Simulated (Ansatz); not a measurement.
## Electronic structure of NH3···NH3 (SMILES N.N) in real space

Input

```
crystal:
  periodic: [false, false, false]
  atoms:
    - {symbol: N, position_ang: [0.277188, -0.022749, -1.742056]}
    - {symbol: H, position_ang: [-0.030148, -0.894482, -2.155904]}
    - {symbol: H, position_ang: [-0.020901, -0.028115, -0.767761]}
    - {symbol: H, position_ang: [-0.234225, 0.715871, -2.209518]}
    - {symbol: N, position_ang: [-0.078835, 0.038270, 1.451928]}
    - {symbol: H, position_ang: [-0.316867, -0.796076, 1.973846]}
    - {symbol: H, position_ang: [0.923048, 0.166299, 1.529823]}
    - {symbol: H, position_ang: [-0.519259, 0.820881, 1.919643]}
basis:
  gaussian: {orbitals: "def2-TZVPPD.json"}
hamiltonian: {xc: pbe0, dispersion: d4}
output: {orbitals: {seedname: orbitals}}
```

Launched as:

```sh
ansatz run in.yaml --threads 2 --pin off --events-out ev --progress --plain --max-ram 5222MiB
```

Geometry: PBE0-D4/def2-TZVP.

Theory: RKS PBE0-D4/def2-TZVPPD in Ansatz 0.2.0.

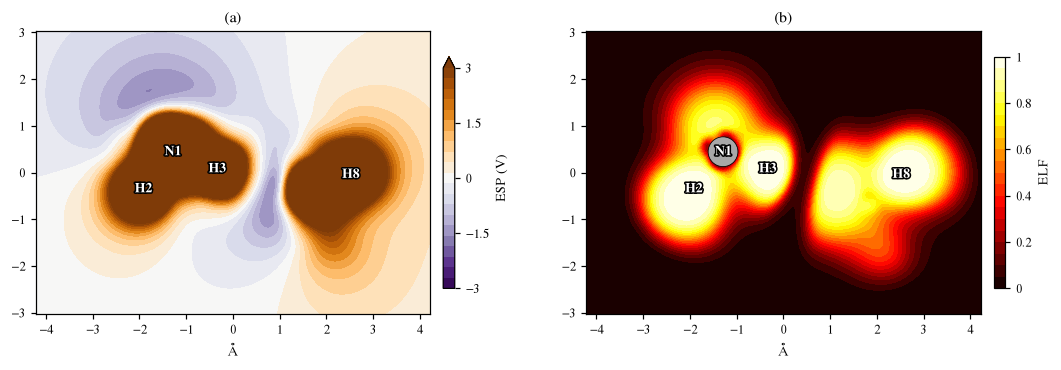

Figure 1. (a) molecular electrostatic potential; (b) ELF on the plane of atoms H2, N1 and H3. Grey discs cover the atomic cores in the ELF map.

> What do the fields say about this system?

The plane passes through N and H nuclei.
N–H (1.01 Å): the ELF climbs to about 1 towards the hydrogen, as it does in any bond to H (a covalent bond by its length).
Outside the dense part of the complex the potential is most negative (−1.6 V) near N1.

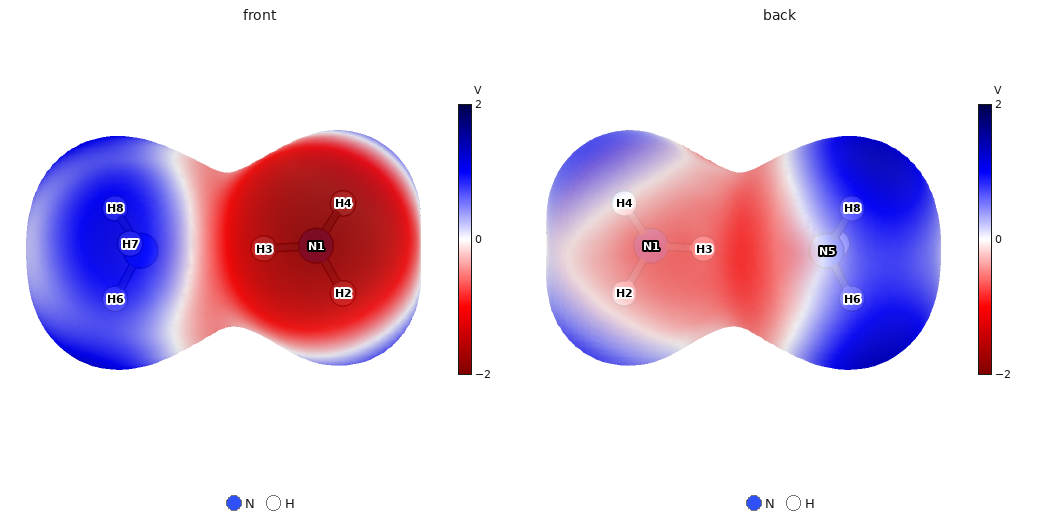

Figure 2. The molecular electrostatic potential painted on the density surface at 0.001 e/bohr³, seen from the front and from behind; red is negative and blue positive.

> Describe the electrostatic potential map.

The most negative region (about −1.9 V) lies over N1, the most positive (about +1.3 V) over H6 and H8. N1 is the likeliest acceptor of a hydrogen bond.

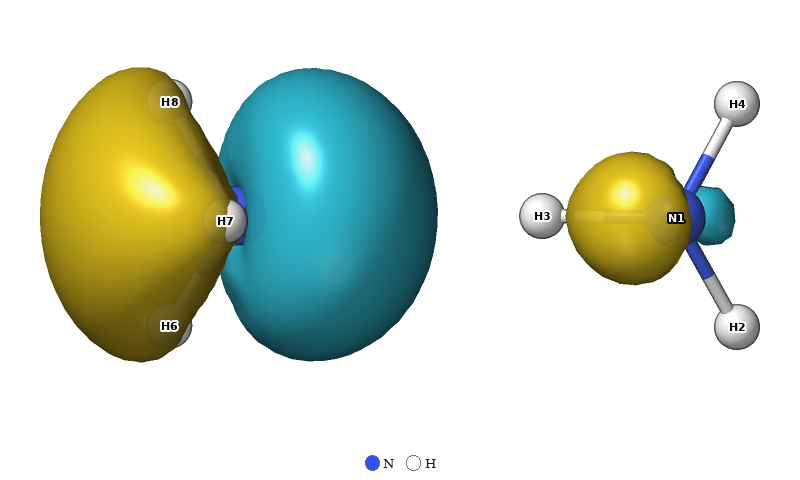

Figure 3. The HOMO−1 at ±0.15 Å⁻³ᐟ² (yellow and cyan are the two phases), seen across its widest extent.

> Describe this orbital and give its energy.

Its weight (Hirshfeld) is mainly on N5 (about 75 %), H6 (about 5 %) and H8 (about 5 %); largely a lone pair of N5. Its energy is −8.08 eV.

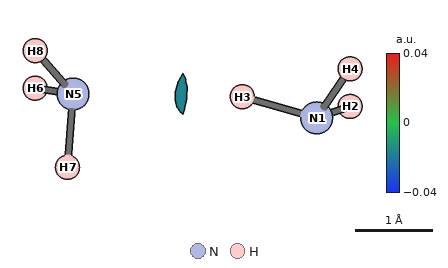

Figure 4. Non-covalent interaction (NCI) plot: the surface where the reduced density gradient is 0.4, for densities under 0.05 a.u., coloured by sign(λ₂)ρ; seen from one side.

> Identify the weak interactions.

H3···N5 (2.2 Å): a hydrogen bond (blue, attractive).
